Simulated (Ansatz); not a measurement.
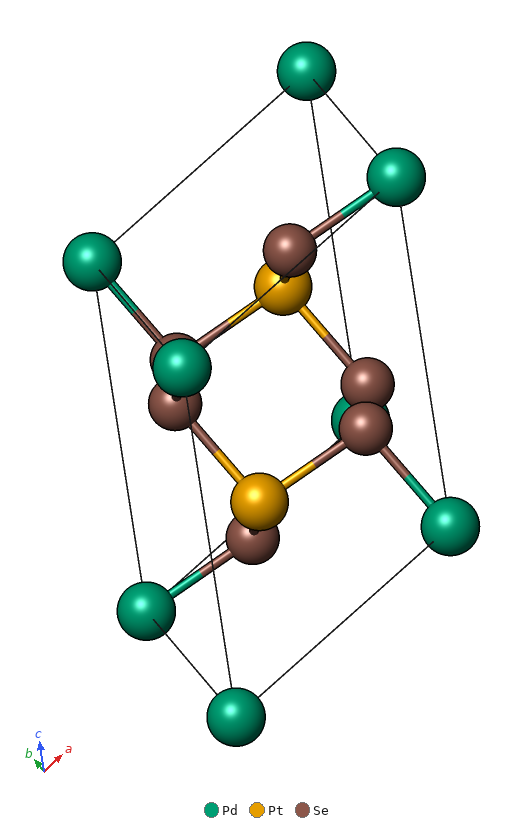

The crystal in a ball-and-stick representation, seen slightly off an axis. The simulation cell is drawn as a box.

This input was run:
```yaml
crystal:
  lattice:
    - [3.2471099218, 1.8747197874, 6.2487596]
    - [-3.2471099218, 1.8747197874, 6.2487596]
    - [0.0, -3.7494395749, 6.2487596]
  atoms:
    - { symbol: Pd, position: [0.0, 0.0, 0.0] }
    - { symbol: Pt, position: [0.666719, 0.666719, 0.666719] }
    - { symbol: Pt, position: [0.333281, 0.333281, 0.333281] }
    - { symbol: Se, position: [0.596772, 0.263906, 0.930124] }
    - { symbol: Se, position: [0.263906, 0.930124, 0.596772] }
    - { symbol: Se, position: [0.930124, 0.596772, 0.263906] }
    - { symbol: Se, position: [0.069876, 0.403228, 0.736094] }
    - { symbol: Se, position: [0.736094, 0.069876, 0.403228] }
    - { symbol: Se, position: [0.403228, 0.736094, 0.069876] }
basis:
  ecutwfc: 420
kpoints:
  mp_grid: { grid: [6, 6, 6] }
  band_path:
    path:
      - [[0.0, 0.0, 0.0], [-0.5, -0.5, -0.5], [-0.5, -0.22667255, -0.77332745]]
      - [[-0.22667255, 0.22667255, -0.5], [0.0, 0.0, -0.5], [0.0, 0.0, 0.0], [0.0, 0.36333628, -0.36333628]]
      - [[-0.36333628, 0.0, -0.63666372], [-0.5, 0.0, -0.5], [0.0, 0.0, 0.0]]
    npoints: 14
hamiltonian:
  xc: pbe
scf:
  occupations: { method: gaussian, width: 0.02 }
  n_extra_bands: 22
output:
  forces: true
  stress: true
  eigenvalues: true
  populations: true
  dos: { projected: true, de: 0.02, nscf_kmesh: { grid: [9, 9, 9] } }
  bader: true
  write_density: true
  write_potential: true
  elf: true
  volumetric_format: npy
```
Run as:
```sh
ansatz run input.yaml --threads 4 --pin off --max-ram 8192MiB --backend cpu --events-out ev --progress --plain --runs-dir out
```

Method used: DFT PBE, scalar-relativistic, plane waves, PAW (Ansatz 0.2.0). It ran with wavefunction cutoff 420 eV, 6×6×6 k-mesh, Gaussian smearing of 0.02 eV, no spin polarisation.

Q: Give the Bader charge of each element.

A: Pd +0.24 e; Pt +0.12 e; Se -0.08 e. Little charge moves, as in a metallic or covalent solid.

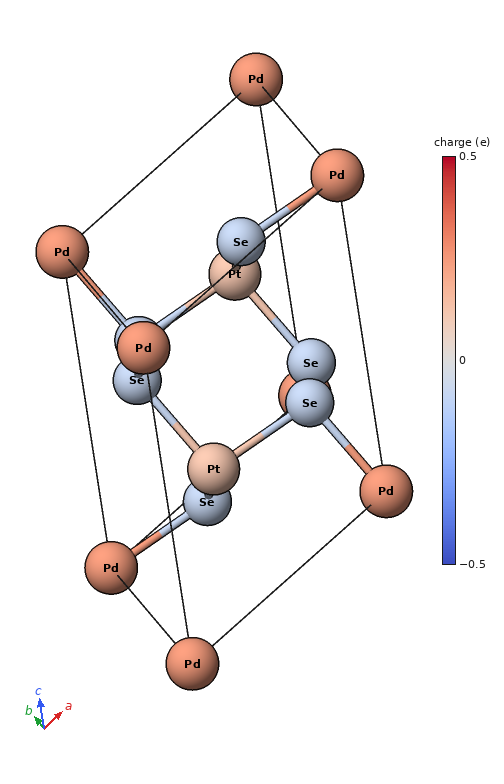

The atoms coloured by those charges.

The initial geometry was a structure type filled with these elements by a generator (whether the compound takes this form wasn't checked). Earlier steps of the study, as a rule a relaxation of our own, may have changed the cell and positions, so they can lie some per cent off the listed ones. It went into a calculation with Ansatz.
